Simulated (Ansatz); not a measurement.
Input file:

```
crystal:
  periodic: [false, false, false]
  atoms:
    - {symbol: F, position_ang: [-0.485992, -0.285565, -1.592108]}
    - {symbol: F, position_ang: [1.233097, -1.077346, 0.414020]}
    - {symbol: Al, position_ang: [0.000020, -0.000001, 0.000001]}
    - {symbol: F, position_ang: [0.566608, 1.584909, 0.140014]}
    - {symbol: F, position_ang: [-1.313633, -0.221999, 1.038074]}
basis:
  gaussian: {orbitals: "def2-TZVPPD.json"}
total_charge: -1
hamiltonian: {xc: pbe0, dispersion: d4}
output: {orbitals: {seedname: orbitals}}
```

Launched as:

```sh
ansatz run in.yaml --threads 4 --pin off --events-out ev --progress --plain --max-ram 9574MiB
```

Geometry: PBE0-D4/def2-TZVPD.

All numbers below come from RKS PBE0-D4/def2-TZVPPD (Ansatz).

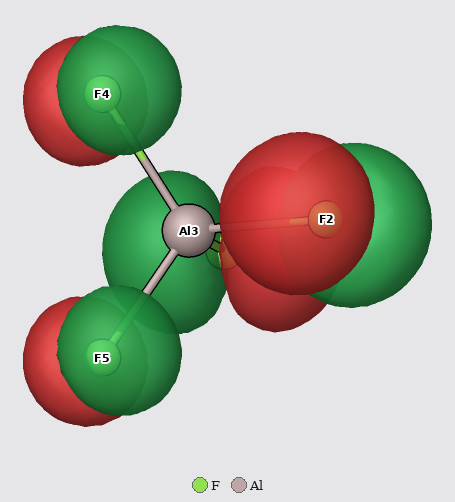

AlF4 (charge −1). The HOMO at ±0.1 Å⁻³ᐟ² (green and red are the two phases), seen at a tilt.

**Describe this orbital and give its energy.**

It lies mainly on F1 (about 35 %), F2 (about 35 %), F4 (about 10 %) and F5 (about 10 %); largely a combination of lone pairs on F1, F2, F4 and F5. It is one of a degenerate set, so its orientation is arbitrary. Its energy is −5.43 eV.
